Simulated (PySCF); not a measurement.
C$_{5}$H$_{13}$NSi$_{2}$

```xyz
21

C     3.5418    1.1522    0.1791
C     2.0957    0.8612   -0.0493
C     1.6148   -0.2423   -0.6054
Si   -0.2050   -0.5980   -0.8943
C    -1.0476   -1.6267    0.4682
C    -2.5095   -1.1807    0.5708
Si   -2.6038    0.6957    0.2873
N    -1.1845    0.8227   -0.6931
H     3.7313    1.3073    1.2412
H     4.1665    0.3350   -0.1744
H     3.8291    2.0659   -0.3413
H     1.4120    1.6346    0.2780
H     2.3196   -1.0003   -0.9245
H    -0.3918   -1.1767   -2.2381
H    -0.5491   -1.4360    1.4206
H    -0.9856   -2.7017    0.2950
H    -2.9406   -1.4891    1.5241
H    -3.0883   -1.6839   -0.2058
H    -2.4704    1.4813    1.5218
H    -3.7973    1.1135   -0.4552
H    -0.9463    1.6830   -1.1534
```

Geometry: GFN2-xTB.

Level of theory: PBE0/pcSseg-1, SCF density, gas phase, non-relativistic in PySCF 2.14.0.

### Predict the electron density and electron localisation function between the atoms.

C–C (1.33 Å): ρ at the midpoint is about 2.3 e/Å³; the ELF peaks at about 0.90 between the atoms; a short, multiple covalent bond.
C–Si (1.88 Å): ρ at the midpoint is about 0.95 e/Å³; the ELF peaks at about 0.95 between the atoms (a covalent bond).
C–C (1.49 Å): ρ at the midpoint is about 1.7 e/Å³; the ELF peaks at about 0.95 between the atoms; a covalent bond.
C–H (1.08 Å): the density is about 2 e/Å³ at the midpoint; the ELF climbs to about 1 towards the hydrogen, as it does in any bond to H (a covalent bond by its length).

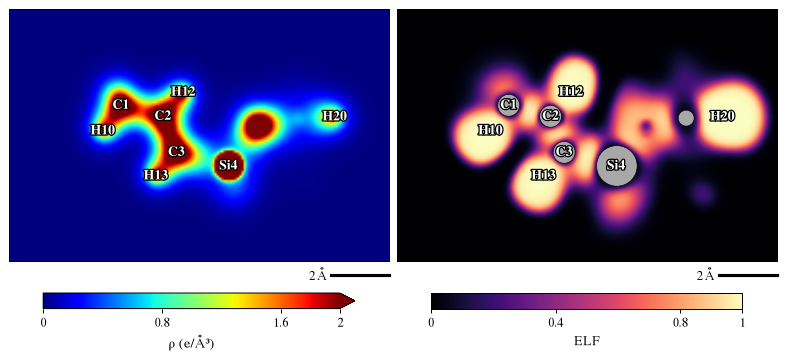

Computed electron density and electron localisation function on the plane of atoms C2, C3 and H13, in this order. Grey discs cover the atomic cores in the ELF map. 
